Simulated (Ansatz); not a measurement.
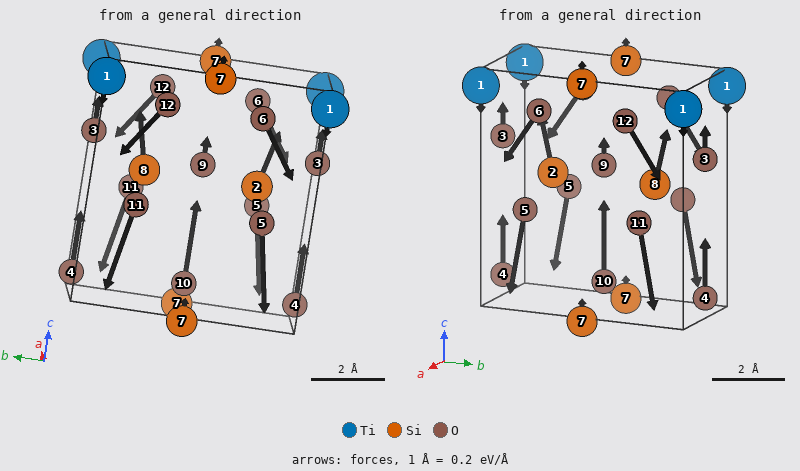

An orthographic spheres-only view of the structure, from two general directions. The lines enclose the simulation cell; boundary atoms appear with their images. The arrows are the computed forces on the atoms.

System: TiSi$_{3}$O$_{8}$. The numbers come from DFT, PBE, plane waves, PAW in Ansatz, using wavefunction cutoff 420 eV, 8×4×4 k-points, Fermi-Dirac smearing of 0.02 eV, no spin polarisation.

Do the forces show a relaxed structure?

Answer. No. The atoms still feel forces of up to about 0.44 eV/Å, far above a usual threshold of 0.01 to 0.03 eV/Å.

Origin of the cell: a structure type filled with these elements by a generator (whether the compound takes this form wasn't checked). Earlier steps of the study, as a rule a relaxation of our own, may have changed the cell and positions, so they can lie some per cent off the listed ones. A calculation with Ansatz used it as input.
